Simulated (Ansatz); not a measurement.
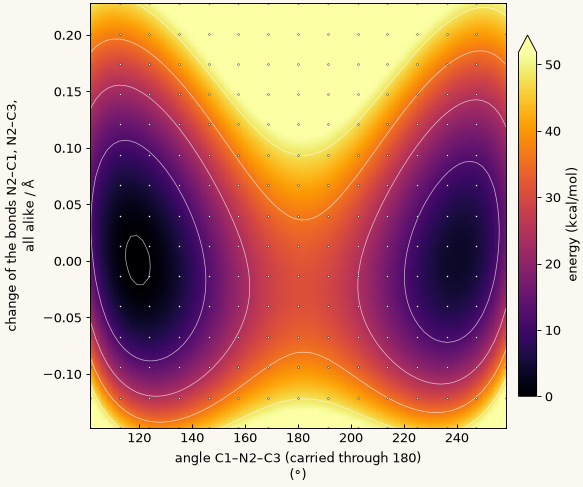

Energy landscape of C2H5BFN, SMILES C=NCBF. 
- First axis: angle C1–N2–C3 (carried through 180). Second axis: change of the bonds N2–C1, N2–C3, all alike.
- Nothing is relaxed (all other coordinates rigid).
- The scan uses a 15 × 15 grid.
- Points are written as (first, second).
- Energies: kcal/mol, counted from the lowest grid point.
- All numbers below come from RHF/def2-TZVP (Ansatz).

In the figure: a smooth colour map with a few white contour lines, dots at the grid points, one colour for all values above the top of the scale. Between grid points the surface is interpolated. 

Where are the wells?

The lowest grid point is at (123.8°, −0.013 Å). A higher local minimum lies near (236.2°, −0.013 Å) (4.2 kcal/mol above the lowest at that grid point). The highest grid point, (180.0°, 0.228 Å), lies 92 kcal/mol above the lowest. On the interpolated surface the easiest way out of the lowest well to the well at about (241°, 0.00 Å) passes a barrier of about 32 kcal/mol. Round the minimum the valley is somewhat tilted: raising the first coordinate shifts the best value of the second coordinate downwards (coupling k₁₂/√(k₁₁k₂₂) about 0.2).

Each point was launched as `ansatz run input.yaml --threads 1 --pin off --max-ram 2560MiB --backend cpu --events-out ev --progress --plain --runs-dir out`. The whole map (225 points run) took 6.9 min on 1 thread of AMD EPYC 9R45 96-Core Processor (Zen 5) (shared host).
